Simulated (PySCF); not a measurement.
```xyz
18

C     2.1961    0.5584    0.2983
C     1.1974   -0.2935    0.4291
C    -0.2314   -0.1057   -0.0110
C    -0.4722    1.2489   -0.6759
C    -0.5737   -1.2260   -1.0022
C    -1.1295   -0.2306    1.2270
H     2.0854    1.5253   -0.1605
H     3.1853    0.3192    0.6523
H     1.3802   -1.2514    0.9020
H    -0.2469    2.0605    0.0118
H     0.1470    1.3573   -1.5632
H    -1.5147    1.3348   -0.9750
H    -1.6112   -1.1474   -1.3199
H     0.0633   -1.1598   -1.8817
H    -0.4270   -2.2023   -0.5453
H    -2.1764   -0.1346    0.9473
H    -0.9894   -1.1962    1.7082
H    -0.8909    0.5493    1.9471
```

Geometry: GFN2-xTB.

Computed with PySCF, WP04/pcSseg-1, SCF density, in a chloroform solvent model, non-relativistic.

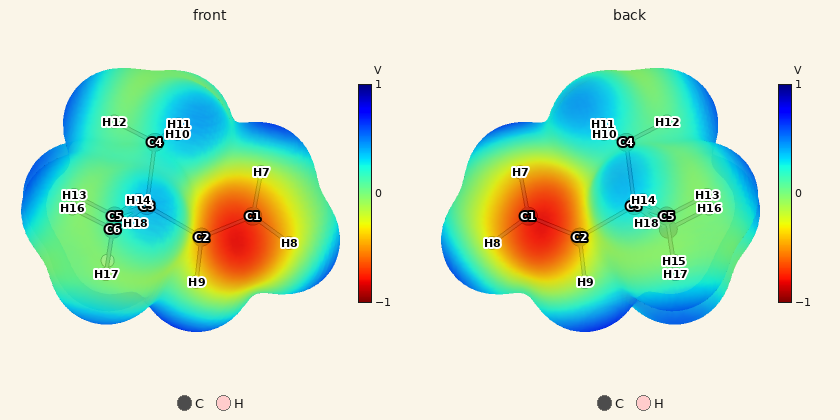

C$_{6}$H$_{12}$ (SMILES C=CC(C)(C)C). The molecular electrostatic potential painted on the density surface at 0.002 e/bohr³, seen from the front and from behind; red is negative and blue positive.

> Describe the electrostatic potential map.

The most negative region (about −0.8 V) lies over the π face of C1 and C2, the most positive (about +0.6 V) over H7 and H9.
